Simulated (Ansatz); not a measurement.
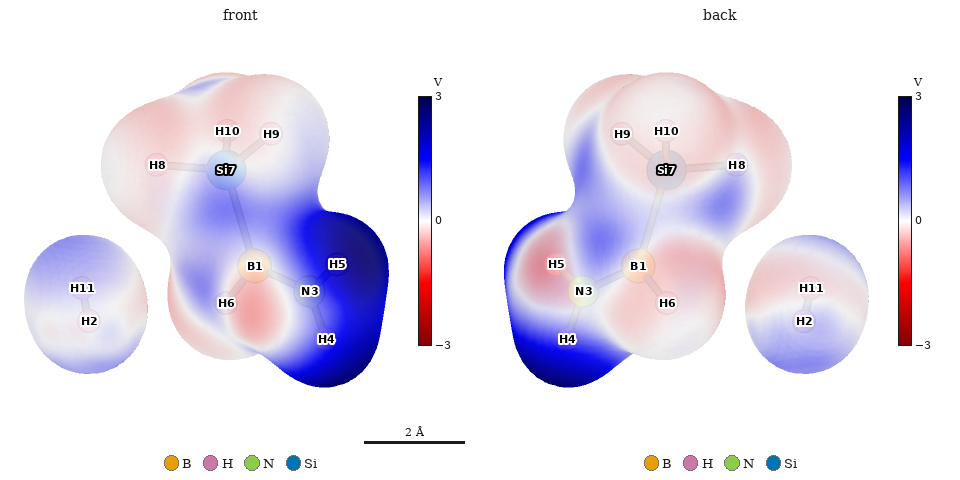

The picture shows: BH6NSi···H2. The electrostatic potential painted on the density surface at 0.004 e/bohr³, seen from the front and from behind; the colour scale runs from red (negative) to blue (positive).

Method: RKS PBE-D4/6-31G* (Ansatz 0.2.0).

Input

```
crystal:
  periodic: [false, false, false]
  atoms:
    - { symbol: B, position_ang: [0.153276, 0.519357, -0.305982] }
    - { symbol: H, position_ang: [-0.119271, -0.386009, 1.897402] }
    - { symbol: "N", position_ang: [1.346296, 0.026023, -0.848334] }
    - { symbol: H, position_ang: [1.429594, -0.905142, -1.255733] }
    - { symbol: H, position_ang: [2.228015, 0.537702, -0.853352] }
    - { symbol: H, position_ang: [-0.812126, -0.202449, -0.384079] }
    - { symbol: Si, position_ang: [0.065352, 2.326866, 0.48598] }
    - { symbol: H, position_ang: [0.709087, 2.40937, 1.84825] }
    - { symbol: H, position_ang: [0.792105, 3.356803, -0.348598] }
    - { symbol: H, position_ang: [-1.339692, 2.842526, 0.657948] }
    - { symbol: H, position_ang: [-0.028137, 0.263251, 2.176299] }
basis:
  gaussian: { orbitals: "6-31G*" }
hamiltonian:
  xc: pbe
  dispersion: d4
relax:
  f_tol: 0.03
  max_steps: 50
output:
  orbitals: {}
```

Command:

```sh
ansatz run input.yaml --threads 1 --pin off --max-ram 2048MiB --backend cpu --events-out ev --progress --plain --runs-dir out
```

The fields are those of the run's last geometry, not of the input's.

> Describe the electrostatic potential map.

The most negative region (about −0.5 V, or −12 kcal/mol for a unit charge) lies over N3, the most positive (about +2.7 V, or +62 kcal/mol for a unit charge) over H4 and H5.
